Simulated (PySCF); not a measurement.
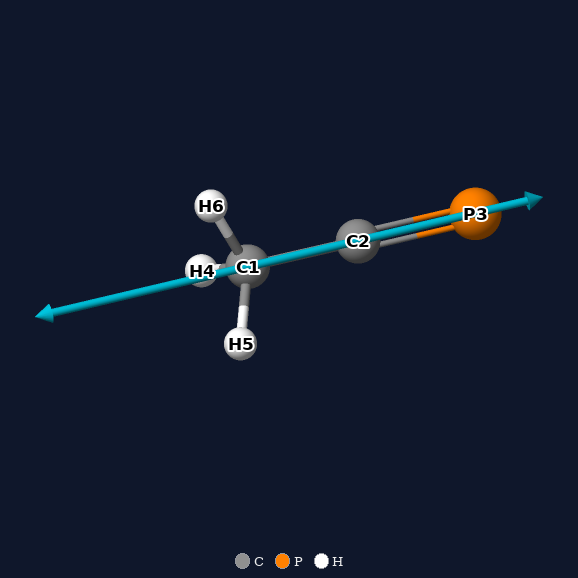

The double arrow shows the direction of the transition dipole to excited singlet state 8 (its length means nothing). The geometry was computed by an optimisation with PBE0-D3(BJ)/def2-SVP. No frequency run is at hand to confirm it as a minimum. Properties computed with TDDFT CAM-B3LYP/def2-SVPD, vertical, gas phase, core orbitals frozen in the response (PySCF 2.14.0).

> How is the transition polarised?

Nearly parallel to the C2–P3 bond.

> Where does the transition lie, and how strong is it?

7.64 eV (162 nm), oscillator strength 0.90, of mixed character, with the largest part HOMO → LUMO (weight 0.34); transition dipole 5.58 D.
